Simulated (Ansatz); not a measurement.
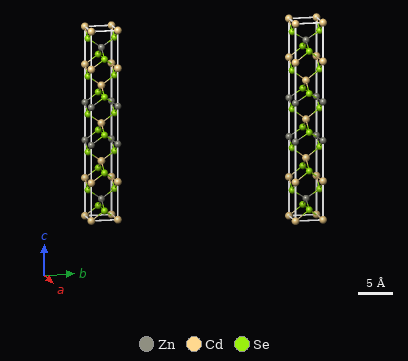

Two geometries of a crystal of Zn2Cd3Se5 (a generated structure, set up in I-4m2) (coarse preliminary run), drawn at one scale. One is the start of a relaxation, the other its converged end. A ball-and-stick model of the conventional cell (2 times the calculation's cell), seen slightly off an axis. Lengths and directions refer to the drawn axes.

All numbers below come from DFT PBE, scalar-relativistic, plane waves, PAW (Ansatz). Set-up: plane-wave cutoff 420 eV; k-point mesh 6 × 6 × 6; occupations gaussian; smearing width 0.1 eV; no spin polarisation; cell and atoms relaxed; force threshold 0.04 eV/Å; at most 70 steps.

Q: Which one is relaxed?

A: The right one is the relaxed one. The largest moves relative to the cell, 0.22 Å, are those of Se atoms. Largest moves by element: Se 0.22 Å, Cd 0.10 Å, Zn 0.05 Å. Cell: a = b 4.094 → 4.241 Å (+3.6 %), c 28.949 → 30.169 Å (+4.2 %). Volume +11.8 %. Near-neighbour distances that change, for instance: Cd–Se 2.507 → 2.670 Å. Among the angles between lasting bonds that change: Se–Zn–Se 109.5° → 115.3°, Zn–Se–Zn 109.5° → 115.3°, Cd–Se–Cd 109.5° → 105.1°. The space group stays I-4m2 (No. 119). After 2 accepted moves (3 points after the start) the energy has fallen by 110 meV per atom. Largest force component: 1.6 eV/Å at the start, 0.021 eV/Å at the end. The pressure goes from 8.12 to 0.00 GPa. At 1 point the geometry stayed and the basis and grid were re-selected for the new cell (energy shift of 0.7 meV per atom at most each time). The run took 3.2 min on 4 threads of AMD EPYC (Zen 3), with other jobs on the host, peak memory 1.2 GiB.
